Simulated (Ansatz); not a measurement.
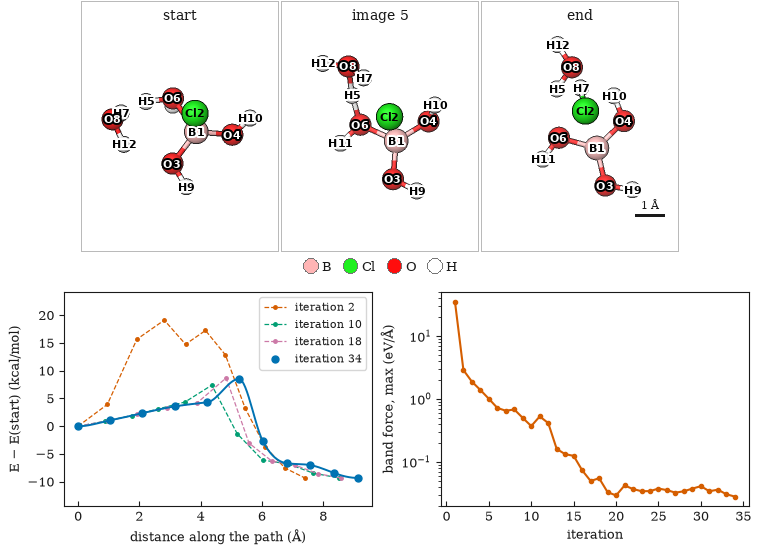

NEB run on BH$_{6}$O$_{4}$Cl. Images are numbered from 0 (start) to 10 (end). The plot follows the band through its iterations. The picture is a ball-and-stick view, seen at a tilt.

These are results of Ansatz 0.2.0, RKS B3LYP-D4/def2-SVP, not measurements. Run with 9 movable images; climbing image; force threshold 0.03 eV/Å; iteration limit 58; starting path through a guess of the saddle point.

> Did the band converge, and can the barrier be trusted?

The result is final at these settings. The band converged in 34 iterations. The largest component of the band force went from 36 to 0.028 eV/Å. The climbing image converged on the top of the path. Its vibrational analysis gives one imaginary mode (391i cm⁻¹), as a transition state must have. The first iteration put the highest image at 175.5 kcal/mol. The highest point, image 5, lies 8.5 kcal/mol above the start and 17.8 kcal/mol above the end; the end is at −9.3 kcal/mol relative to the start.

The run took 16 min on 2 threads of AMD EPYC 7R43 64-Core Processor (Zen 3), with other jobs on the host, peak memory 0.31 GiB.
